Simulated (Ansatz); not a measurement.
# Bands, cutoff and cost in G0W0 for Ba2CeSnO6 (Fm-3m), part 2 of 2

Wanted: a G0W0 gap for Ba2CeSnO6 (Fm-3m) that is converged in bands and cutoff, or an estimate of the limit.

Ansatz 0.2.0; G0W0 on PBE, plane waves, PAW; PAW set soft_1. Known limits of the many-body steps: not at the basis limit; f levels unsure; no spin polarisation; f levels unsure; no spin-orbit coupling; coarse k mesh.

So far. Step 2 (146 empty bands, screening to 54 eV): The gap on the mesh goes from 2.19 eV to 4.92 eV, a correction of +2.73 eV, though a band edge has moved to another state. The program marks an edge row as in doubt. Step 3 (413 empty bands, screening to 108 eV): Against the run with 4×4×4 mesh, 146 empty bands, screening to 54 eV, PAW set soft_1 files, the gap moves by −0.30 eV.

In doubt: one-shot GW on d or f shells is unsure (steps 2, 3, 4, 5, 6, 7), so the values of those runs are not to be relied on.

## 4. 890 empty bands, screening to 180 eV

input.yaml

```yaml
crystal:
  lattice:
    - [0.0, 4.32948904, 4.32948904]
    - [4.32948904, 0.0, 4.32948904]
    - [4.32948904, 4.32948904, 0.0]
  atoms:
    - { symbol: Ba, position: [0.25, 0.25, 0.25] }
    - { symbol: Ba, position: [0.75, 0.75, 0.75] }
    - { symbol: Ce, position: [0.0, 0.0, 0.0] }
    - { symbol: Sn, position: [0.5, 0.5, 0.5] }
    - { symbol: O, position: [0.74212518, 0.25787482, 0.25787482] }
    - { symbol: O, position: [0.25787482, 0.74212518, 0.74212518] }
    - { symbol: O, position: [0.25787482, 0.74212518, 0.25787482] }
    - { symbol: O, position: [0.74212518, 0.25787482, 0.74212518] }
    - { symbol: O, position: [0.25787482, 0.25787482, 0.74212518] }
    - { symbol: O, position: [0.74212518, 0.74212518, 0.25787482] }
kpoints:
  mp_grid: { grid: [4, 4, 4] }
hamiltonian:
  xc: pbe
  pseudopotentials: { kind: paw, azcp: { folder: soft_1 } }
scf:
  occupations: { method: fixed }
gw:
  n_empty_bands: 890
  ecut_chi: 180.0
  qp_bands: [v3, c3]
  qp_kpoints: band_edges
  screening: { model: contour_deformation }
```

Run with:

```sh
$ ansatz run input.yaml --threads 2 --pin off --max-ram 92160MiB --backend cuda --events-out ev --progress --plain --runs-dir out --devices 1 --max-vram 13GiB
```

Numbers of over 12 decimals in the logs are rounded to 6 here.

Output:

```text
GPUs: using 1 of 1 available (devices: 1).
[...]
GPU FFT provider: cuFFT
GPU libraries: cuBLAS 13.8.2, cuFFT 12.4.0, cuSOLVER 12.3.4
Crystal: 10 atoms, lattice volume = 162.308 Å³
Basis set: ecut = 420 eV, 3143 PW (Γ)
Bands: 51, of which v1, the nominal top of the filled ones, is band 41 counted from 1 (40 counted from 0)
Symmetry: 48 space group operations
[...]
k-points: 8 of 64
[...]
7    40      8.6771   -25.2920     4.4581   -20.2023  0.7180     8.0362     8.0455  root
     7    41      8.6771   -25.2920     4.4581   -20.2023  0.7180     8.0362     8.0455  root
     7    42     11.1038   -22.5623   -12.9618   -37.4630  0.5718    13.3466    13.0425  root ?
     7    43     11.3581   -23.4226   -12.2252   -37.5581  0.5748    13.5590    13.2683  root ?
     7    44     11.3818   -23.5302   -12.2691   -37.7049  0.5732    13.5818    13.2874  root ?
[key lines of the parts left out:]
SCF converged after 12 iterations
Free energy (F): -27916.203894 eV
Fermi energy:    8.910226 eV
```

Run time: 55 s. Hardware: 1 × NVIDIA H100 80GB HBM3 (shared by 6 runs) with 2 threads of AMD EPYC 7R13 (Zen 3), shared host; peak memory 2.7 GiB.

This step gave:

```
bands summed                                 : 931
RPA ε∞ on this mesh (eigenvalues)            : 4.764, 4.764, 4.764
plane waves in the screening matrix          : 893
G0W0 gap on the mesh                         : 4.717 eV
k of the valence top                         : 0, 0.25, -0.25
k of the conduction bottom                   : 0, 0, -0.5
starting gap on the mesh                     : 2.187 eV
least direct G0W0 gap on the computed points : 4.721 eV
```

Against the run with 4×4×4 mesh, 413 empty bands, screening to 108 eV, PAW set soft_1 files, the gap moves by +0.10 eV.

## 5. Changing the k mesh: 2×2×2 mesh, 413 empty bands, screening to 108 eV, PAW set soft_1 files

A second mesh at equal bands and cutoff isolates the sampling error. Bands and cutoff differ from the step before, so it is read against an earlier run that matches them.

input.yaml, as its differences from that of step 4:

```diff
@@ -17,3 +17,3 @@
 kpoints:
-  mp_grid: { grid: [4, 4, 4] }
+  mp_grid: { grid: [2, 2, 2] }
 hamiltonian:
@@ -24,4 +24,4 @@
 gw:
-  n_empty_bands: 890
-  ecut_chi: 180.0
+  n_empty_bands: 413
+  ecut_chi: 108
   qp_bands: [v3, c3]
```

Output:

```text
GPUs: using 1 of 1 available (devices: 1).
[...]
GPU FFT provider: cuFFT
GPU libraries: cuBLAS 13.8.2, cuFFT 12.4.0, cuSOLVER 12.3.4
Crystal: 10 atoms, lattice volume = 162.308 Å³
Basis set: ecut = 420 eV, 3143 PW (Γ)
Bands: 51, of which v1, the nominal top of the filled ones, is band 41 counted from 1 (40 counted from 0)
Symmetry: 48 space group operations
[...]
k-points: 3 of 8
[...]
2    40      8.3470   -25.3253     4.4361   -20.5311  0.7204     7.9860     7.9889  root
     2    41      8.8905   -25.4277     4.8594   -20.1456  0.7216     8.4639     8.4677  root
     2    42     11.1696   -22.4764   -12.7724   -37.3496  0.5793    13.6943    13.2704  root ?
     2    43     11.4234   -23.4422   -12.0239   -37.5706  0.5835    13.9368    13.5280  root ?
     2    44     11.4234   -23.4422   -12.0239   -37.5706  0.5835    13.9368    13.5280  root ?
[key lines of the parts left out:]
SCF converged after 12 iterations
Free energy (F): -27916.083818 eV
Fermi energy:    8.933514 eV
```

Run time: 13 s. Hardware: 1 × NVIDIA H100 80GB HBM3 (shared by 6 runs) with 2 threads; peak memory 1.3 GiB; 12 s of CPU time.

This step gave:

```yaml
bands_summed: 454
rpa_eps_infinity_on_this_mesh_eigenvalues: 4.914, 4.914, 4.914
plane_waves_in_the_screening_matrix: 411
g0w0_gap_on_the_mesh: 4.683 eV
k_of_the_valence_top: 0, 0, -0.5
k_of_the_conduction_bottom: 0, 0, -0.5
starting_gap_on_the_mesh: 2.235 eV
least_direct_g0w0_gap_on_the_computed_points: 4.683 eV
```

Against the run with 4×4×4 mesh, 413 empty bands, screening to 108 eV, PAW set soft_1 files, the gap moves by +0.06 eV, while the start moved by +0.05 eV. A band edge is found at another k point on this mesh.

## 6. Changing the frequency model: 4×4×4 mesh, 890 empty bands, screening to 180 eV, plasmon pole, PAW set soft_1 files

A plasmon pole stands in for the full frequency dependence of the screening; this run shows what that costs in accuracy. Bands and cutoff differ from the step before, so it is read against an earlier run that matches them.

input.yaml, as its differences from that of step 5:

```diff
@@ -17,3 +17,3 @@
 kpoints:
-  mp_grid: { grid: [2, 2, 2] }
+  mp_grid: { grid: [4, 4, 4] }
 hamiltonian:
@@ -24,6 +24,6 @@
 gw:
-  n_empty_bands: 413
-  ecut_chi: 108
+  n_empty_bands: 890
+  ecut_chi: 180.0
   qp_bands: [v3, c3]
   qp_kpoints: band_edges
-  screening: { model: contour_deformation }
+  screening: { model: godby_needs }
```

Output:

```text
GPUs: using 1 of 1 available (devices: 1).
[...]
GPU FFT provider: cuFFT
GPU libraries: cuBLAS 13.8.2, cuFFT 12.4.0, cuSOLVER 12.3.4
Crystal: 10 atoms, lattice volume = 162.308 Å³
Basis set: ecut = 420 eV, 3143 PW (Γ)
Bands: 51, of which v1, the nominal top of the filled ones, is band 41 counted from 1 (40 counted from 0)
Symmetry: 48 space group operations
[...]
k-points: 8 of 64
[...]
7    40      8.6771   -25.2920     4.5544   -20.2023  0.7601     8.1399     8.1418  root
     7    41      8.6771   -25.2920     4.5544   -20.2023  0.7601     8.1399     8.1418  root
     7    42     11.1038   -22.5623   -12.3774   -37.4630  0.6763    13.7703    13.6270  root ?
     7    43     11.3581   -23.4226   -11.6553   -37.5581  0.6779    13.9808    13.8383  root ?
     7    44     11.3818   -23.5302   -11.6868   -37.7049  0.6772    14.0115    13.8697  root ?
[key lines of the parts left out:]
SCF converged after 12 iterations
Free energy (F): -27916.203894 eV
Fermi energy:    8.910226 eV
```

Elapsed: 88 s, on 1 × NVIDIA H100 80GB HBM3 (shared by 6 runs) with 2 threads; peak memory 6.4 GiB.

Numbers from this step:

```
bands summed                                 : 931
plasmon-pole fit frequency                   : 26.39 eV
RPA ε∞ on this mesh (eigenvalues)            : 4.764, 4.764, 4.764
plane waves in the screening matrix          : 893
G0W0 gap on the mesh                         : 5.176 eV
k of the valence top                         : 0, 0.25, -0.25
k of the conduction bottom                   : 0, 0, -0.5
starting gap on the mesh                     : 2.187 eV
least direct G0W0 gap on the computed points : 5.181 eV
```

Against the run with 4×4×4 mesh, 890 empty bands, screening to 180 eV, PAW set soft_1 files, the gap moves by +0.46 eV.

## 7. Changing the files and raising the bands: 4×4×4 mesh, 1319 empty bands, screening to 234 eV, hard PAW files

Other atomic data (hard PAW) test the pseudisation: the cutoff goes from 420 to 930 eV and the valence electrons from 82 to 90, which opens shells that were frozen. Bands and screening cutoff change too, so the step is no clean test of the files.

This step: G0W0 on PBE, plane waves, PAW.

input.yaml, as its differences from that of step 6:

```diff
@@ -20,3 +20,3 @@
   xc: pbe
-  pseudopotentials: { kind: paw, azcp: { folder: soft_1 } }
+  pseudopotentials: { kind: paw, source: ansatz }
 scf:
@@ -24,6 +24,6 @@
 gw:
-  n_empty_bands: 890
-  ecut_chi: 180.0
+  n_empty_bands: 1319
+  ecut_chi: 234.0
   qp_bands: [v3, c3]
   qp_kpoints: band_edges
-  screening: { model: godby_needs }
+  screening: { model: contour_deformation }
```

Output:

```text
GPUs: using 1 of 1 available (devices: 1).
[...]
GPU FFT provider: cuFFT
GPU libraries: cuBLAS 13.8.2, cuFFT 12.4.0, cuSOLVER 12.3.4
Crystal: 10 atoms, lattice volume = 162.308 Å³
Basis set: ecut = 930 eV, 10417 PW (Γ)
Bands: 55, of which v1, the nominal top of the filled ones, is band 45 counted from 1 (44 counted from 0)
Symmetry: 48 space group operations
[...]
k-points: 8 of 64
[...]
7    44      9.0663   -25.2897     4.2882   -20.1986  0.7164     8.2477     8.2633  root
     7    45      9.0663   -25.2897     4.2882   -20.1986  0.7164     8.2477     8.2633  root
     7    46     11.5001   -22.4988   -12.9765   -37.3774  0.5718    13.6908    13.4021  root ?
     7    47     11.7536   -23.3575   -12.2523   -37.4758  0.5743    13.8940    13.6196  root ?
     7    48     11.7775   -23.4656   -12.2961   -37.6231  0.5726    13.9167    13.6388  root ?
[key lines of the parts left out:]
SCF converged after 13 iterations
Free energy (F): -31592.077957 eV
Fermi energy:    9.300504 eV
```

It took 1.7 min on 1 × NVIDIA H100 80GB HBM3 (shared by 6 runs) with 2 threads; peak memory 6.2 GiB; 2.7 min of CPU time.

This step gave:

```yaml
bands_summed: 1364
rpa_eps_infinity_on_this_mesh_eigenvalues: 4.749, 4.749, 4.749
plane_waves_in_the_screening_matrix: 1363
g0w0_gap_on_the_mesh: 4.861 eV
k_of_the_valence_top: 0, 0.25, -0.25
k_of_the_conduction_bottom: 0, 0, -0.5
starting_gap_on_the_mesh: 2.193 eV
least_direct_g0w0_gap_on_the_computed_points: 4.865 eV
```

Against the run with 4×4×4 mesh, 890 empty bands, screening to 180 eV, PAW set soft_1 files, the gap moves by +0.14 eV.

## 8. Convergence and cost

Times are wall times on 1 × NVIDIA H100 80GB HBM3 (shared by 6 runs) with 2 threads of AMD EPYC 7R13 (Zen 3), shared host, good to a factor of about two.

```csv
mesh,files,frequency,bands summed,cutoff (eV),start (eV),G0W0 (eV),time,host memory (GiB)
4×4×4,PAW set soft_1,contour deformation,187,54,2.187,4.918,14 s,1.2
4×4×4,PAW set soft_1,contour deformation,454,108,2.187,4.620,22 s,1.6
4×4×4,PAW set soft_1,contour deformation,931,180,2.187,4.717,55 s,2.7
2×2×2,PAW set soft_1,contour deformation,454,108,2.235,4.683,13 s,1.3
4×4×4,PAW set soft_1,plasmon pole,931,180,2.187,5.176,88 s,6.4
4×4×4,hard PAW,contour deformation,1364,234,2.193,4.861,1.7 min,6.2
```

The parts of the quasiparticle energy at the two band edges (eV; QP = start + Σx + Σc − Vxc):

```csv
run,edge,start,Σx,Σc,Vxc,Z,QP
187 bands,valence top,8.75,-26.42,4.24,-22.33,0.74,8.90
187 bands,conduction bottom,11.10,-22.51,-12.17,-37.39,0.59,13.82
454 bands,valence top,8.75,-26.42,3.92,-22.33,0.73,8.58
454 bands,conduction bottom,11.10,-22.51,-12.79,-37.39,0.58,13.20
931 bands,valence top,8.75,-26.42,3.66,-22.33,0.73,8.32
931 bands,conduction bottom,11.10,-22.51,-12.94,-37.39,0.57,13.04
```

 Where G0W0 reorders the edges (187 bands, 454 bands and 931 bands), the two states listed lie further apart at the start than the starting gap.

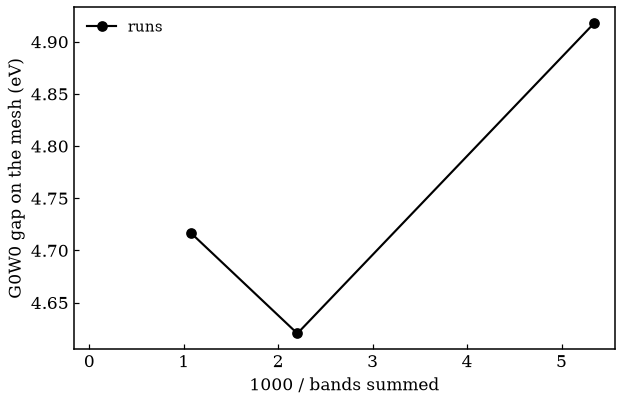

The gap against one over the number of bands.

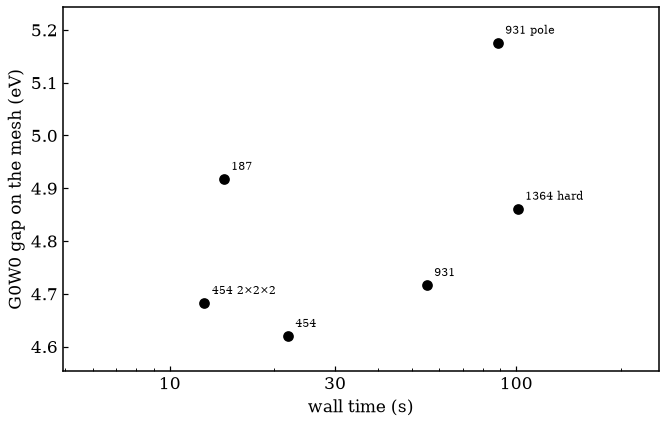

Result against wall time.

## 9. What came out

| Quantity | Value |
| --- | --- |
| 187 bands, 54 eV | 4.918 eV |
| 454 bands, 108 eV | 4.620 eV |
| 931 bands, 180 eV | 4.717 eV |
| mesh and start | 4×4×4, PBE |

What this shows: From 187 to 931 bands the gap moves by −0.20 eV while the time grows 3.9-fold. Σc changes by −0.58 eV at the valence top and −0.78 eV at the conduction bottom, so the levels themselves move more than the gap between them. The gap turns back along the series, so no limit is drawn from it. On the 2×2×2 mesh in place of 4×4×4 the gap differs by +0.06 eV, of which +0.05 eV is already in the start. The plasmon-pole model gives +0.46 eV against contour deformation, 18 % of the correction, and saved no time in this program. With hard PAW files and 1364 bands the gap is 4.86 eV. Empty 4f levels lie among the conduction bands. Their place in the start is unsure; it enters the screening, and the edge itself where they lie low. The runs have no spin polarisation. For a closed low-spin shell that is the natural state; where a d or f shell is open it is a constraint, and the gap is then not the crystal's own. The compound holds f electrons or empty f levels, where one-shot G0W0 is unsure. The many-body steps are scalar-relativistic: spin-orbit coupling is not in them. The program marks a band-edge row as in doubt, so the gap is less sure than its digits.

[Paths, hosts, dates, memory and timing lines, banners, echoed tables and standing remarks are left out of the program output.]

[Logs are printed without paths, hosts, clocks, repeated set-up lines and the standing remarks that a program may print on its own settings, such as how far it seeks lower states.]

[Runs of the session that timed out or met a known fault of the program may be left out.]

[Cells called generated may have been cut or substituted from an entry of the Crystallography Open Database or the Materials Project.]

[Hosts, paths, dates, database ids (printed as entryN), source tags and the programs' standing remarks are cut or masked in the printed files.]
